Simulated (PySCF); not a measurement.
# U-revPBE/cc-pVTZ run of PO (SMILES O=[P])

Aim: the vertical doublet–quartet gap of PO at U-revPBE/cc-pVTZ, from 2 runs. Input form: a Python script.

The results are computed with PySCF 2.14.0.

2 further runs of the same task are left out: 2 set aside as unsound or not needed. Runs told in other sessions of the task aren't counted.

## Step 1: The molecule

PO: 2 atoms, total charge 0, spin state doublet. As SMILES, `O=[P]`. The shape is that of a GFN2-xTB optimisation.

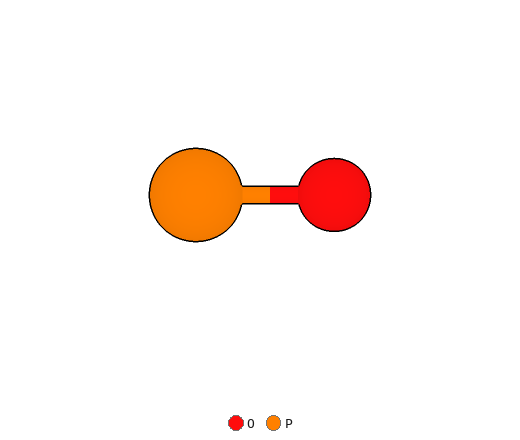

The structure, seen from a chosen angle (oxygen red, phosphorus orange).

## Step 2: A single-point energy at U-revPBE/cc-pVTZ

calc.py reads:

```python
from pyscf import gto, dft

molecule = gto.M(
    atom=[
    ('O', (0.000000, 0.000000, 0.000000)),
    ('P', (0.000000, 0.000000, 1.455090)),
],
    verbose=3,
    max_memory=1860,
    charge=0,
    spin=1,
    basis='cc-pvtz',
)

mf = dft.UKS(molecule, xc='revpbe')
mf.grids.level = 5
mf.conv_tol = 1e-10
mf.kernel()
if not mf.converged:
    mf = mf.newton().run(mf.mo_coeff, mf.mo_occ)

etot = mf.e_tot
print('E(%s) = %.9f' % ('REVPBE', etot))
```

Launch:

```bash
OMP_NUM_THREADS=1 python calc.py
```

The log of the run:

```text
WARN: HOMO -0.155308448053659 >= LUMO -0.155308448053663

converged SCF energy = -416.495705803477  <S^2> = 0.75353004  2S+1 = 2.0035269
E(REVPBE) = -416.495705803
```

Wall time 7.2 s (1 thread of Arm Neoverse V1, shared host); peak memory 0.31 GiB.

## Step 3: The quartet, same level

job.py reads:

```python
from pyscf import gto, dft

molecule = gto.Mole()
molecule.atom = 'O 0.000000 0.000000 0.000000; P 0.000000 0.000000 1.455090'
molecule.max_memory = 1860
molecule.verbose = 3
molecule.charge = 0
molecule.spin = 3
molecule.basis = 'cc-pvtz'
molecule.build()

mf = dft.UKS(molecule, xc='revpbe')
mf.grids.level = 5
mf.conv_tol = 1e-10
mf.kernel()
if not mf.converged:
    mf = mf.newton().run(mf.mo_coeff, mf.mo_occ)

e_tot = mf.e_tot
print(f'total energy: {e_tot:.8f} hartree')
```

Launch:

```bash
OMP_NUM_THREADS=1 python job.py
```

The log of the run:

```text
WARN: HOMO -0.155308448053658 >= LUMO -0.386331032943939

WARN: HOMO -0.0479601488763481 >= LUMO -0.146684782662774

WARN: HOMO -0.174530174189315 >= LUMO -0.300709568682265

WARN: HOMO -0.185698894817378 >= LUMO -0.309098115743486

WARN: HOMO -0.179937880281229 >= LUMO -0.304718948053182

WARN: HOMO -0.180884747189822 >= LUMO -0.305134510534824

WARN: HOMO -0.180476338649538 >= LUMO -0.304322468321788

WARN: HOMO -0.180609806696018 >= LUMO -0.30428788460263

WARN: HOMO -0.180617808336738 >= LUMO -0.304255270547815

WARN: HOMO -0.180624081177282 >= LUMO -0.304258676286882

WARN: HOMO -0.180624082681035 >= LUMO -0.304258854449708

WARN: HOMO -0.180623885861385 >= LUMO -0.30425848819571

converged SCF energy = -416.342042134117  <S^2> = 3.7554572  2S+1 = 4.0027276
total energy: -416.34204213 hartree
```

It took 6.9 s on 1 thread of Arm Neoverse V1, shared host; peak memory 0.31 GiB.

## Step 4: Results

At U-revPBE/cc-pVTZ:

| quantity | value |
| --- | --- |
| doublet: total energy | -416.49571 Eh |
| doublet: dipole moment | 1.66 D |
| doublet: HOMO energy (highest over α and β) | -4.30 eV |
| doublet: LUMO energy (lowest over α and β) | -4.09 eV |
| doublet: ⟨S²⟩ | 0.754 |
| quartet: total energy | -416.34204 Eh |
| quartet: dipole moment | 1.36 D |
| quartet: HOMO energy (highest over α and β) | -4.92 eV |
| quartet: ⟨S²⟩ | 3.755 |
| vertical energy of the quartet above the doublet | 4.181 eV |

What this shows: At this shape the quartet lies 4.18 eV (96 kcal/mol) above the doublet.
